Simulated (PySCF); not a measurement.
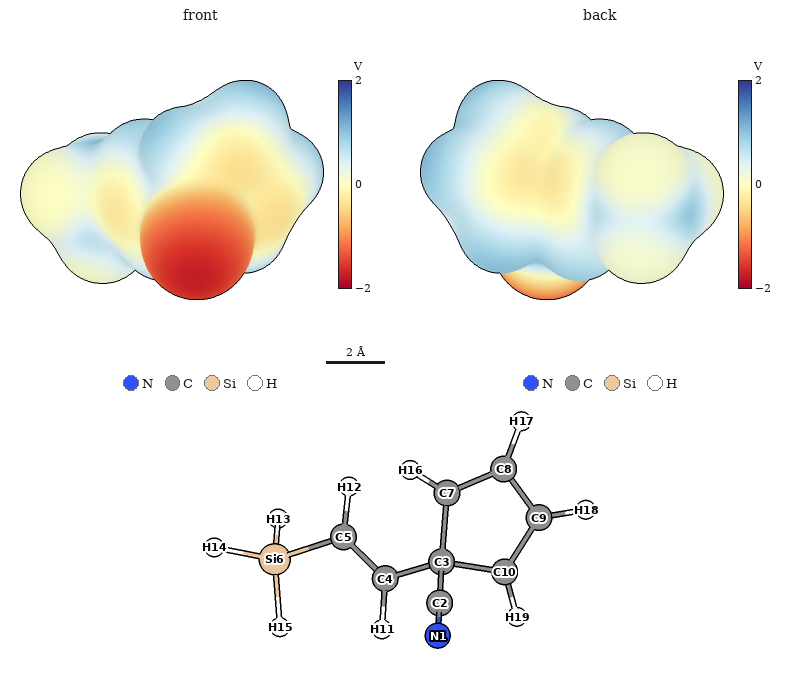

*C8H9NSi (SMILES N#CC1(/C=C/[SiH3])C=CC=C1). The molecular electrostatic potential painted on the density surface at 0.001 e/bohr³, seen from the front and from behind; red is negative and blue positive. The bare structure is drawn below in the same view.*

Geometry: GFN2-xTB.

These are results of PBE0/pcSseg-1, SCF density, gas phase, non-relativistic (PySCF 2.14.0), not measurements.

```yaml
atoms:
  - { symbol: N, position_ang: [-1.2785, 2.3922, -2.0372] }
  - { symbol: C, position_ang: [-1.0609, 1.5518, -1.2939] }
  - { symbol: C, position_ang: [-0.7734, 0.4885, -0.3557] }
  - { symbol: C, position_ang: [0.6426, 0.0112, -0.5902] }
  - { symbol: C, position_ang: [1.5708, -0.1246, 0.3432] }
  - { symbol: Si, position_ang: [3.3149, -0.7528, 0.0202] }
  - { symbol: C, position_ang: [-1.1149, 0.9670, 1.0301] }
  - { symbol: C, position_ang: [-2.1295, 0.2397, 1.5112] }
  - { symbol: C, position_ang: [-2.5226, -0.7561, 0.5332] }
  - { symbol: C, position_ang: [-1.7635, -0.6360, -0.5608] }
  - { symbol: H, position_ang: [0.8467, -0.2464, -1.6216] }
  - { symbol: H, position_ang: [1.3190, 0.1373, 1.3636] }
  - { symbol: H, position_ang: [3.5823, -1.8514, 0.9511] }
  - { symbol: H, position_ang: [4.2574, 0.3412, 0.2624] }
  - { symbol: H, position_ang: [3.4180, -1.2176, -1.3622] }
  - { symbol: H, position_ang: [-0.6118, 1.7950, 1.4935] }
  - { symbol: H, position_ang: [-2.6004, 0.3529, 2.4713] }
  - { symbol: H, position_ang: [-3.3107, -1.4707, 0.6889] }
  - { symbol: H, position_ang: [-1.7950, -1.2119, -1.4662] }
```

### Describe the electrostatic potential map.

The most negative region (about −1.7 V) lies over N1, the most positive (about +1.0 V) over the H and Si atoms. N1 is the likeliest acceptor of a hydrogen bond.

### What dipole moment does the calculation give?

Its dipole moment is 4.01 D.
